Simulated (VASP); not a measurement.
Input:

```
CELL_PARAMETERS angstrom
     -2.21442     2.21442     2.21442
      2.21442    -2.21442     2.21442
      2.21442     2.21442    -2.21442
ATOMIC_POSITIONS crystal
  Ca 0.00000 0.00000 0.00000
```

Computed with r2SCAN meta-GGA, VASP's PBE PAW potentials (set 64) (plane waves; VASP). Settings: 400 eV cut-off, 13×13×13 Γ-centred mesh, tetrahedra with Blöchl corrections, potentials Ca_sv.

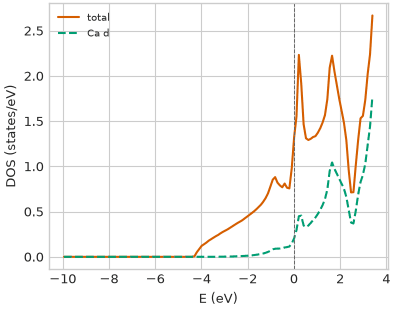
Figure: Total and projected density of states, zero at the Fermi level

Within 2 eV below the Fermi level the largest weight inside VASP's projection spheres is Ca d, then Ca s.

It has no gap at this level: it comes out as a metal or semimetal.

The structure was generated: Ca was put into the bcc type (Im-3m), which need not be its known phase. The cell was not relaxed at this level.
